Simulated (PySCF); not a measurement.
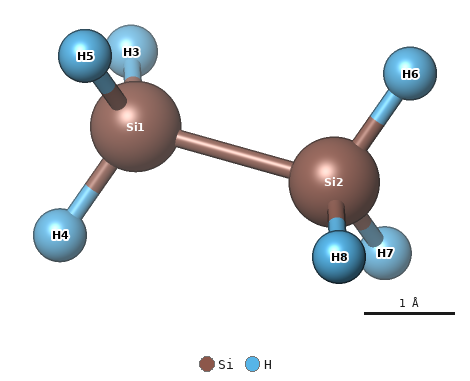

*The structure as given in the input (ball-and-stick view, seen at a tilt; atoms are numbered from 1 in the order of the input).*

Bond lengths as drawn: H–Si 1.49 Å and Si–Si 2.34 Å.

# Single-point calculation, with input and output: Si₂H₆

The run: single-point calculation of Si₂H₆. Method and program: PBE/aug-cc-pVDZ, RKS (PySCF 2.14.0).

The geometry comes from this level: PBE0-D4/def2-TZVP.

Output
```
PySCF version 2.14.0

[INPUT] num. atoms = 8
[INPUT] num. electrons = 34
[INPUT] charge = 0
[INPUT] spin (= nelec alpha-beta = 2S) = 0
[INPUT] symmetry False subgroup None
[INPUT] Mole.unit = angstrom
[INPUT] Symbol           X                Y                Z      unit          X                Y                Z       unit  Magmom
[INPUT]  1 Si    -0.340500000000   0.490200000000  -1.004900000000 AA   -0.643451745414   0.926343746262  -1.898985782575 Bohr   0.0
[INPUT]  2 Si     0.363500000000  -0.504400000000   0.991000000000 AA    0.686915446279  -0.953177857231   1.872718589444 Bohr   0.0
[INPUT]  3 H      0.833900000000   0.948200000000  -1.794900000000 AA    1.575842615275   1.791838311313  -3.391869420982 Bohr   0.0
[INPUT]  4 H     -1.112900000000  -0.483900000000  -1.821900000000 AA   -2.103076204028  -0.914438471677  -3.442892026345 Bohr   0.0
[INPUT]  5 H     -1.208000000000   1.664100000000  -0.717900000000 AA   -2.282789158475   3.144693243889  -1.356634384825 Bohr   0.0
[INPUT]  6 H      1.139000000000   0.468600000000   1.806300000000 AA    2.152398055880   0.885525661971   3.413412298802 Bohr   0.0
[INPUT]  7 H      1.228100000000  -1.680500000000   0.704000000000 AA    2.320772653578  -3.175684752332   1.330367191694 Bohr   0.0
[INPUT]  8 H     -0.811000000000  -0.959200000000   1.782600000000 AA   -1.532567887022  -1.812625298683   3.368625789650 Bohr   0.0

nuclear repulsion = 90.7730812028412
number of shells = 46
number of NR pGTOs = 166
number of NR cGTOs = 108
basis = aug-cc-pvdz
ecp = {}

******** <class 'pyscf.dft.rks.RKS'> ********
method = RKS
initial guess = minao
damping factor = 0
level_shift factor = 0
DIIS = <class 'pyscf.scf.diis.CDIIS'>
diis_start_cycle = 1
diis_space = 8
diis_damp = 0
SCF conv_tol = 1e-10
SCF conv_tol_grad = None
SCF max_cycles = 50
direct_scf = True
direct_scf_tol = 1e-13
XC library pyscf.dft.libxc version 7.0.0
    S. Lehtola, C. Steigemann, M. J.T. Oliveira, and M. A.L. Marques.,  SoftwareX 7, 1–5 (2018)
XC functionals = pbe
    J. P. Perdew, K. Burke, and M. Ernzerhof.,  Phys. Rev. Lett. 77, 3865 (1996)
    J. P. Perdew, K. Burke, and M. Ernzerhof.,  Phys. Rev. Lett. 78, 1396 (1997)
    J. P. Perdew, K. Burke, and M. Ernzerhof.,  Phys. Rev. Lett. 77, 3865 (1996)
    J. P. Perdew, K. Burke, and M. Ernzerhof.,  Phys. Rev. Lett. 78, 1396 (1997)
radial grids:
    Treutler-Ahlrichs [JCP 102, 346 (1995); DOI:10.1063/1.469408] (M4) radial grids

becke partition: Becke, JCP 88, 2547 (1988); DOI:10.1063/1.454033
pruning grids: <function nwchem_prune>
grids dens level: 5
symmetrized grids: False
atomic radii adjust function: <function treutler_atomic_radii_adjust>
small_rho_cutoff = 0
Set gradient conv threshold to 1e-05
Initial guess from minao.
tot grids = 228344
init E= -582.003823679153
  HOMO = -0.301832567498987  LUMO = -0.0455670407778637  gap/eV = 6.97334
cycle= 1 E= -582.241441276598  delta_E= -0.238  |g|= 0.125  |ddm|= 2.59
  HOMO = -0.25888403952883  LUMO = -0.0181284256788175  gap/eV = 6.55129
cycle= 2 E= -582.246550449371  delta_E= -0.00511  |g|= 0.0465  |ddm|= 0.304
  HOMO = -0.265136733795951  LUMO = -0.0226712698368483  gap/eV = 6.59782
cycle= 3 E= -582.247451236828  delta_E= -0.000901  |g|= 0.0157  |ddm|= 0.117
  HOMO = -0.26819958808095  LUMO = -0.0232964126764132  gap/eV = 6.66415
cycle= 4 E= -582.247565634227  delta_E= -0.000114  |g|= 0.00242  |ddm|= 0.0227
  HOMO = -0.267584305222604  LUMO = -0.0230753729378792  gap/eV = 6.65343
cycle= 5 E= -582.247567896151  delta_E= -2.26e-06  |g|= 0.000411  |ddm|= 0.00558
  HOMO = -0.267619684674435  LUMO = -0.0230787281590672  gap/eV = 6.65430
cycle= 6 E= -582.247567962159  delta_E= -6.6e-08  |g|= 3.58e-05  |ddm|= 0.000616
  HOMO = -0.267614194498056  LUMO = -0.0230780785114559  gap/eV = 6.65417
cycle= 7 E= -582.24756796277  delta_E= -6.11e-10  |g|= 5.55e-07  |ddm|= 0.000133
  HOMO = -0.267614349961873  LUMO = -0.0230781918481653  gap/eV = 6.65417
cycle= 8 E= -582.247567962771  delta_E= -3.41e-13  |g|= 7.83e-08  |ddm|= 2.23e-06
  HOMO = -0.267614347298656  LUMO = -0.0230781911871287  gap/eV = 6.65417
Extra cycle  E= -582.247567962767  delta_E= 3.64e-12  |g|= 9.46e-08  |ddm|= 2.89e-07
converged SCF energy = -582.247567962767
Final energy -582.2475679627669
```

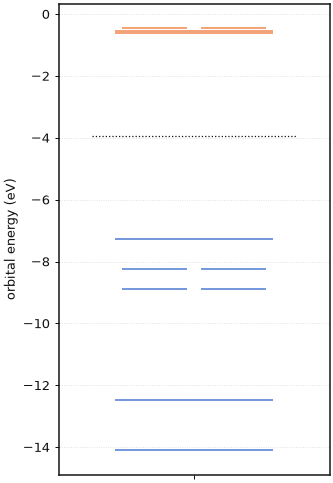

*Orbital energies near the frontier; the dotted line parts filled from empty levels, and levels within 0.02 eV of each other stand side by side.*

Highest filled −7.28 eV, lowest empty −0.63 eV, 6.65 eV apart.

The run was set up as follows.

Input (input.py)
```python
from pyscf import gto, dft

system = gto.M(
    atom=[
    ('Si', (-0.340500, 0.490200, -1.004900)),
    ('Si', (0.363500, -0.504400, 0.991000)),
    ('H', (0.833900, 0.948200, -1.794900)),
    ('H', (-1.112900, -0.483900, -1.821900)),
    ('H', (-1.208000, 1.664100, -0.717900)),
    ('H', (1.139000, 0.468600, 1.806300)),
    ('H', (1.228100, -1.680500, 0.704000)),
    ('H', (-0.811000, -0.959200, 1.782600)),
],
    spin=0,
    basis='aug-cc-pvdz',
    max_memory=1860,
    charge=0,
    verbose=4,
)

ks = dft.RKS(system)
ks.xc = 'pbe'
ks.conv_tol = 1e-10
ks.grids.level = 5
ks.kernel()
if not ks.converged:
    ks = ks.newton().run(ks.mo_coeff, ks.mo_occ)

e_tot = ks.e_tot
print('Final energy', e_tot)
```

Launch command:
```bash
OMP_NUM_THREADS=1 python input.py
```

Summary

```tsv
quantity	value
outcome	converged
total energy	−582.247568 hartree
basis functions	108
HOMO	−7.28 eV
LUMO	−0.63 eV
dipole moment	0.00 D
hardware	1 thread of Intel Xeon @ 2.50GHz (Skylake/Cascade Lake), 189 GiB of memory available, shared host
wall time	54 s (CPU time 32 s; the host was busy)
peak memory	0.56 GiB
```
